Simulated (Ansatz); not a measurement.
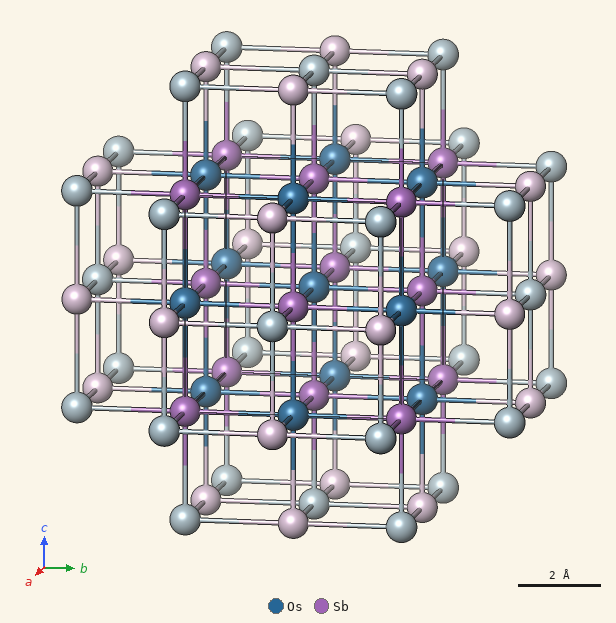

An orthographic ball-and-stick view of the structure, slightly off an axis. The parallelepiped is the conventional unit cell. The first bonded neighbours in the surrounding cells are also shown, in fainter colours.

SbOs, rock salt (NaCl type), space group Fm-3m (No. 225), a = 5.427 Å, b = 5.427 Å, c = 5.427 Å, α = 90.00°, β = 90.00°, γ = 90.00°. The structure comes from a structure type filled with these elements by a generator (whether the compound takes this form wasn't checked). Earlier steps of the study, as a rule a relaxation of our own, may have changed the cell and positions, so they can lie some per cent off the listed ones. It was run through Ansatz as a DFT input.

This one geometry was computed with Ansatz (DFT, plane waves, PAW) at five levels of theory: PBE, r2SCAN, LDA, PBE with spin-orbit coupling and PBEsol.

Question: Which level gives the highest pressure at this volume, and what does that say about its equilibrium volume?

Answer: Highest: PBE with spin-orbit coupling (1.5 GPa), which points to the largest equilibrium volume. Lowest, with the smallest volume: LDA (-8.8 GPa). Levels within 0.5 GPa of each other can't be told apart.

Question: How does the band gap change with the level of theory?

Answer: All levels give a metal.

Question: Collect the results in a table.

Answer:
| level | cutoff (eV) | k-mesh of the run's cell | gap (eV) | pressure (GPa) |
| --- | --- | --- | --- | --- |
| PBE | 420 | 12×12×12 | metal | -0.1 |
| r2SCAN | 500 | 12×12×12 | metal | -3.4 |
| LDA | 420 | 12×12×12 | metal | -8.8 |
| PBE with spin-orbit coupling | 420 | 12×12×12 | metal | 1.5 |
| PBEsol | 420 | 12×12×12 | metal | -5.9 |

Gaps are taken on the k-mesh or band path of each run.
